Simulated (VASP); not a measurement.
Band structure of CaS (rock salt). Computed with AM05 GGA, VASP's PBE PAW potentials (set 64) (plane waves; VASP 6.6.1).

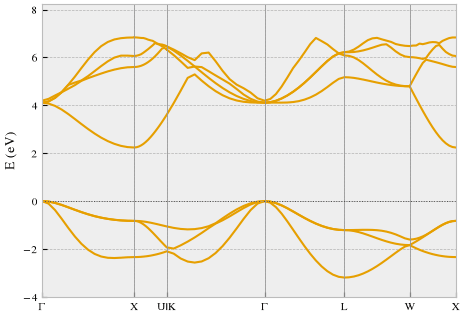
Fig. 1. Bands along high-symmetry lines, zero at the valence-band maximum or, without a gap, the Fermi level

Task: Read the plot: is there a gap, and where are the band edges?

Result: The gap is indirect, 2.24 eV, from the valence maximum at Γ to the conduction minimum at X. (Edges off the drawn lines would not show.)

Measured: gap 4.43 eV (computed value off by -2.19 eV), as given by David Waroquiers et al., Physical Review B (2013), arXiv:1302.6756.

The compound is CaS in the rock salt structure. It was relaxed first.
